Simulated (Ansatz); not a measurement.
**What a change does: single-point calculation on CH6CuP**

System: CH6CuP (Cu(PH3)Me).
Method of the first run: RKS PBE0-D4/def2-TZVP (Ansatz 0.2.0).

The geometry comes from this level: r2SCAN-D4/def2-TZVP. Text and figures count atoms from 1; the logs count them from 0 in places.

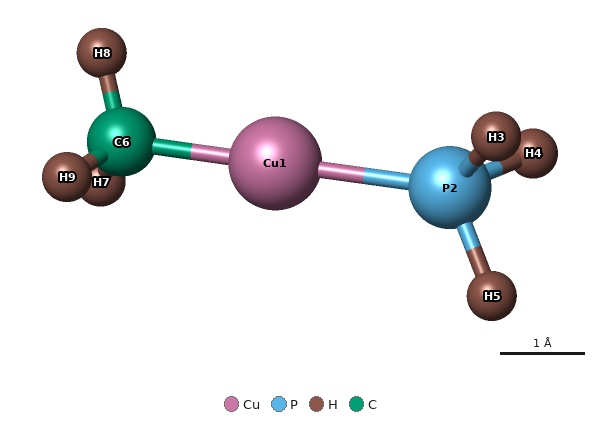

The structure as given in the input (ball-and-stick view, seen at a tilt; atoms are numbered from 1 in the order of the input). Sticks mark near contacts. Bond lengths as drawn: Cu–P 2.17 Å, C–Cu 1.91 Å, C–H 1.10 Å and H–P 1.41 Å.

### Input file, the first run
```yaml
crystal:
  periodic: [false, false, false]
  atoms:
    - {symbol: Cu, position_ang: [0.004056, 0.007953, -0.217663]}
    - {symbol: P, position_ang: [-0.000991, -0.009895, 1.952287]}
    - {symbol: H, position_ang: [1.216764, -0.101595, 2.664393]}
    - {symbol: H, position_ang: [-0.686482, -1.034374, 2.644215]}
    - {symbol: H, position_ang: [-0.543183, 1.080178, 2.670758]}
    - {symbol: C, position_ang: [0.002821, 0.013807, -2.130269]}
    - {symbol: H, position_ang: [-1.018487, 0.014816, -2.526718]}
    - {symbol: H, position_ang: [0.512570, -0.869526, -2.530416]}
    - {symbol: H, position_ang: [0.512933, 0.898626, -2.526577]}
basis:
  gaussian: {orbitals: def2-TZVP, initial_orbitals: start.molden}
hamiltonian: {xc: pbe0, dispersion: d4}
scf: {omitted_lower_state_checks: [starts]}
output: {orbitals: {seedname: orbitals}}
```

Command:
```bash
ansatz run in.yaml --threads 2 --pin off --events-out ev --progress --plain --max-ram 4352MiB
```

Hardware: 2 threads of Arm Neoverse V2, 23 GiB of memory available, shared host.

### Output (the first run)
```
Functional definition: PBE0
  parameter a = 0.25
  parameter kappa = 0.804
  parameter beta = 0.06672455060314922
  exchange = (1 - a)*pbe_x(kappa = kappa, mu = beta*pi^2/3) + a*exact_x
  correlation = pbe_c(beta = beta)
these checks for a lower state are left out or cut short: starts
1268 factors; their error is unknown
mean field evaluation 1: about -55051.5379 eV, gradient 1.2e2 eV
mean field evaluation 2: about -55053.5298 eV, gradient 3.6e0 eV
mean field evaluation 4: about -55053.6357 eV, gradient 3.7e-1 eV
mean field evaluation 8: about -55053.6359 eV, gradient 8.4e-6 eV
mean field -55053.63586916 eV, -2023.1838014970 hartree, gradient 8.4e-6 eV, S^2 0.000000; 0 other end points of the search recorded, 0 dependent functions left out
reference -55053.63590983 eV, -2023.1838029917 hartree; 28, 28 occupied and 121, 121 virtual orbitals, 1268 factors
Total energy: -55053.76581281 eV, -2023.1885768382 hartree
Checks for a lower state left out: starts
```

The input of the second run differs as follows (lines with − go, lines with + come):
```diff
-hamiltonian: {xc: pbe0, dispersion: d4}
+hamiltonian: {xc: {name: r2SCANh}, dispersion: d4}
```

What does this change do to the results?

The total energies belong to different models, so their difference says nothing on which is more stable or more accurate. The HOMO goes from −5.86 to −5.34 eV. The LUMO goes from −0.51 to −0.84 eV. On the same kind of shared host the second run took about 2.1 times as long.

### Output (the second run)
```
Functional definition: r2SCANh
  parameter a = 0.1
  parameter k0 = 0.174
  parameter k1 = 0.065
  parameter a1 = 4.9479
  exchange = (1 - a)*r2scan_x(k0 = k0, k1 = k1, a1 = a1) + a*exact_x
  correlation = r2scan_c
these checks for a lower state are left out or cut short: starts
1187 factors; their error is unknown
mean field evaluation 1: about -55062.8724 eV, gradient 5.6e0 eV
mean field evaluation 2: about -55062.9025 eV, gradient 8.0e-2 eV
mean field evaluation 4: about -55062.8962 eV, gradient 1.2e-4 eV
mean field -55062.89617773 eV, -2023.5241115600 hartree, gradient 1.8e-5 eV, S^2 0.000000; 0 other end points of the search recorded, 0 dependent functions left out
reference -55062.89619337 eV, -2023.5241121349 hartree; 28, 28 occupied and 121, 121 virtual orbitals, 1187 factors
Total energy: -55062.93582165 eV, -2023.5255684472 hartree
Checks for a lower state left out: starts
```

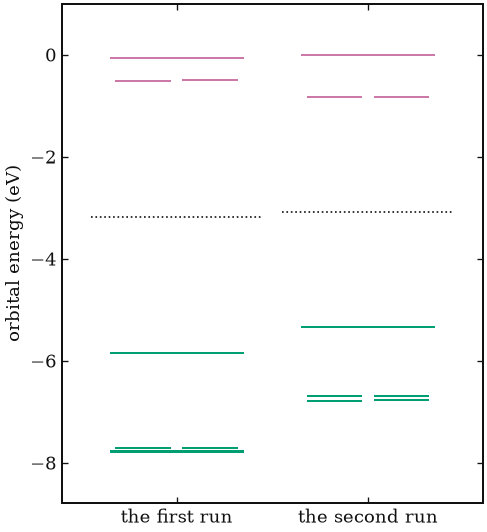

The five highest filled and three lowest empty orbital energies of the two runs; the dotted lines part filled from empty levels. The HOMO–LUMO gap is 5.35 eV in the first run and 4.50 eV in the second run.

### The two runs side by side

| quantity | the first run | the second run |
| --- | --- | --- |
| outcome | converged | converged |
| total energy (hartree) | −2023.188577 | −2023.525568 |
| HOMO (eV) | −5.86 | −5.34 |
| LUMO (eV) | −0.51 | −0.84 |
| basis functions | 149 | 149 |
| wall time (shared host) | 2.7 s | 5.5 s |
